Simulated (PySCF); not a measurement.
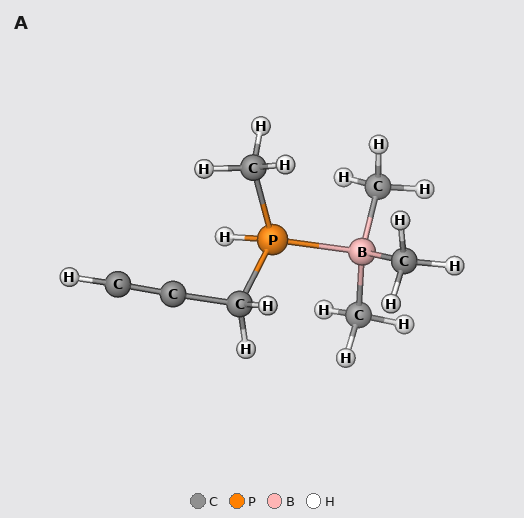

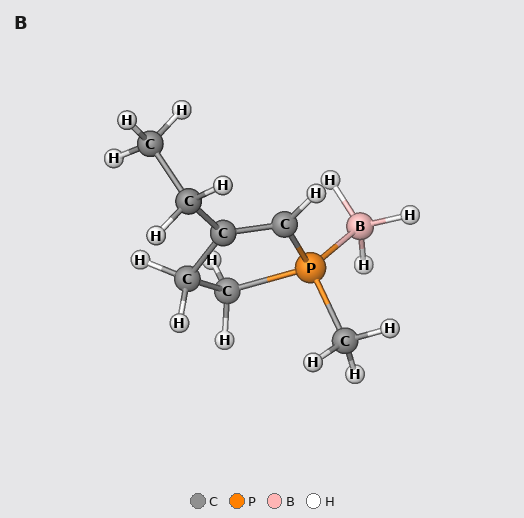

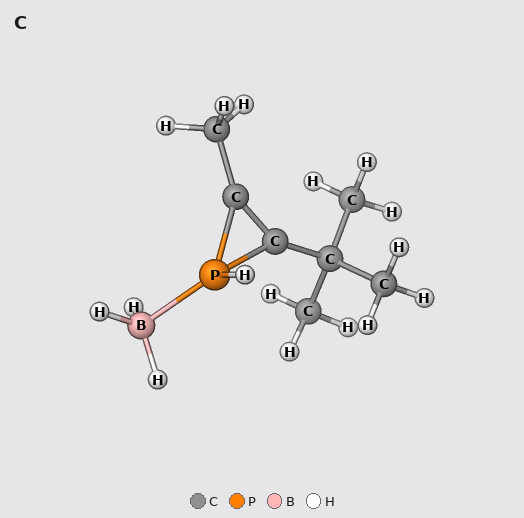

3 stationary structures of one formula. Geometries: GFN2-xTB. Electronic energies: PBE0/pcSseg-1 (PySCF 2.14.0), without zero-point energy. No frequency run is at hand to confirm each as a minimum. Each is one conformer, not always the lowest.

Which structure is the most stable?

B is lowest; A lies 133.6 kJ/mol above it, C lies 170.0 kJ/mol above it. A is `C#CC[P@@H+](C)[B-](C)(C)C`, B is `[BH3-][P@@+]1(C)C=C(CC)CC1`, C is `[BH3-][P@@H+]1C(C)=C1C(C)(C)C`.

The geometry is semi-empirical. Around B, P such bond lengths and angles can be off by a tenth of an ångström or more and by several degrees, and values that hang on the shape move with them.
